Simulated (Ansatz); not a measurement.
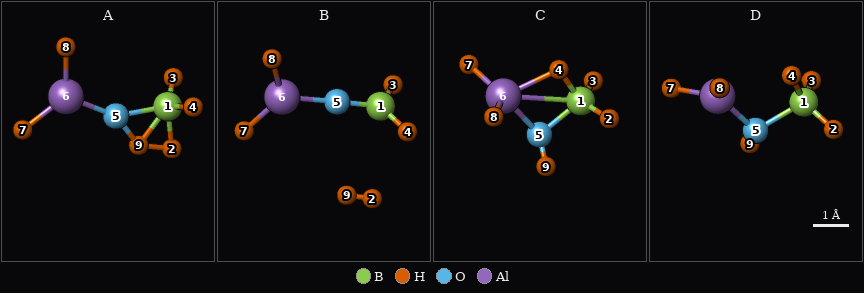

4 geometries from a converged minimum-energy path of AlBH₆O, shuffled. The picture is a ball-and-stick view, seen from a free direction.

All numbers below come from RHF/def2-SVP in Ansatz. Set-up: 5 movable images; climbing image; force threshold 0.05 eV/Å; iteration limit 60; starting path through a guess of the saddle point.

Question: One of them is the converged climbing image. Which?

Answer: A. In order along the path, whose images run from 0 to 6: C (image 0, 0.0 kcal/mol), D (image 1, +12.8 kcal/mol), A (image 3, +48.4 kcal/mol), B (image 5, −4.5 kcal/mol). Breaking: B1–H2 (1.21 → 1.36 at the top → 3.89 Å), H4–Al6 (1.77 → 3.67 at the top → 3.78 Å), O5–H9 (0.94 → 1.22 at the top → 4.38 Å). Forming: H2–H9 (2.45 → 1.02 at the top → 0.75 Å).

Limits of the set-up: Hartree-Fock leaves out electron correlation.
